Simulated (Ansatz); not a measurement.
## Ge (diamond structure), cut as [100] wire, round, centred on bond, 0.92 nm across

Calculation: PBE (plane waves to 420 eV, PAW; Ansatz, a first-principles code).

k-points: Γ-centred 1×1×5 mesh; occupations: Fermi-Dirac, 0.020 eV; spin polarisation not allowed. No spin-orbit coupling.

 The relaxation kept the symmetry of its start, so a lower minimum of less symmetry isn't excluded. The period along the axis is held at the bulk value.

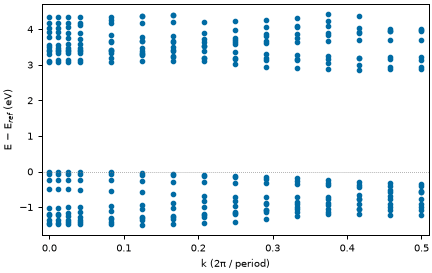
*Levels along the axis at 15 k-points, drawn as points, zero at the top of the valence band*

Electronic character: not metallic; Kohn-Sham band gap: 2.86 eV. Only levels within the plotted window are shown.
